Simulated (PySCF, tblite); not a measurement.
# C6H12N2OSi: geometry, infrared bands and NMR shifts

Wanted: the infrared bands and NMR shifts of C6H12N2OSi (`COc1ccnn1[SiH](C)C`), by calculation.

Computed with tblite 0.8.0 and PySCF 2.14.0, with density-fitted response routines of our own, on a single molecule in the gas phase. Atoms count from 0, in the outputs and in this text.

## 1. The molecule as given

22 atoms, charge 0, multiplicity 1; geometry from: force field or distance geometry start.

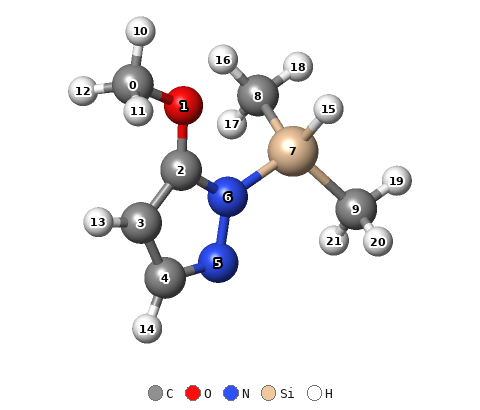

As it starts; carbon grey, oxygen red, nitrogen blue, silicon light orange, hydrogen white, atoms numbered.

## 2. Optimising the geometry with GFN2-xTB

What the job is given:

```
{"job": {"kind": "relax", "xc": "GFN2-xTB", "basis": "xTB"}, "charge": 0, "multiplicity": 1}
C      3.017900     1.139900     0.569300
O      1.604200     0.955600     0.396200
C      1.252500    -0.142500    -0.275500
C      1.947100    -1.160900    -0.882900
C      0.973400    -2.020500    -1.419900
N     -0.271100    -1.581900    -1.212900
N     -0.083900    -0.428500    -0.524400
Si    -1.462100     0.551100     0.026200
C     -1.687200     0.363900     1.862900
C     -3.033000     0.061000    -0.866700
H      3.157500     2.062900     1.137700
H      3.501100     1.253100    -0.398200
H      3.447900     0.318000     1.145900
H      3.023700    -1.296900    -0.908000
H      1.114500    -2.931600    -1.975100
H     -1.219600     1.987400    -0.266400
H     -0.796800     0.698600     2.403200
H     -1.888200    -0.680500     2.133200
H     -2.536000     0.973400     2.217500
H     -3.863000     0.689100    -0.545900
H     -2.917200     0.186900    -1.948500
H     -3.292200    -0.978300    -0.668600
```

The run is started by

```
OMP_NUM_THREADS=1 python probes_run.py task.json out
```

The driver reads the jobs from task.json and runs them one after another.

**Question.** This job is followed by: GFN2-xTB harmonic vibrations, gas phase; GIAO PBE0/pcSseg-1 NMR shielding, non-relativistic, gas phase. Predict these results of the whole session: strongest single infrared mode (GFN2-xTB); zero-point energy (GFN2-xTB); 13C shifts against TMS (PBE0/pcSseg-1, means over atoms taken as alike); 1H shifts against TMS (PBE0/pcSseg-1, means over atoms taken as alike); 17O shifts against H2O (PBE0/pcSseg-1); 15N shifts against NH3 (PBE0/pcSseg-1); 29Si shifts against TMS (PBE0/pcSseg-1).

**Answer**, as computed:

| quantity | value |
| --- | --- |
| strongest single infrared mode (GFN2-xTB) | 2206 cm⁻¹, 304 km/mol |
| zero-point energy (GFN2-xTB) | 108.1 kcal/mol |
| 13C shifts against TMS (PBE0/pcSseg-1, means over atoms taken as alike) | 169.8, 145.9, 87.7, 58.5, -2.4 ppm |
| 1H shifts against TMS (PBE0/pcSseg-1, means over atoms taken as alike) | 7.54, 5.50, 5.35, 4.04, 0.46 ppm |
| 17O shifts against H2O (PBE0/pcSseg-1) | 88.0 ppm |
| 15N shifts against NH3 (PBE0/pcSseg-1) | 329.9, 214.9 ppm |
| 29Si shifts against TMS (PBE0/pcSseg-1) | -9.0 ppm |

Over 107 steps the energy fell by 0.228 eV; of the close pairs, Si7–C8 changed most, 1.860 to 1.900 Å. No mode is imaginary among the 60: a minimum at this level. The strongest single mode, at 2206 cm⁻¹, moves mainly H15. GFN2-xTB is a fitted tight-binding method: band positions and strengths are rough. Its intensities can rank the bands wrongly. At PBE0/pcSseg-1: The largest span, 470 ppm, is at N5, where the paramagnetic term is -384 ppm. NICS(1)zz of -27 ppm above the planar ring from C2 marks a diatropic (aromatic) ring current.
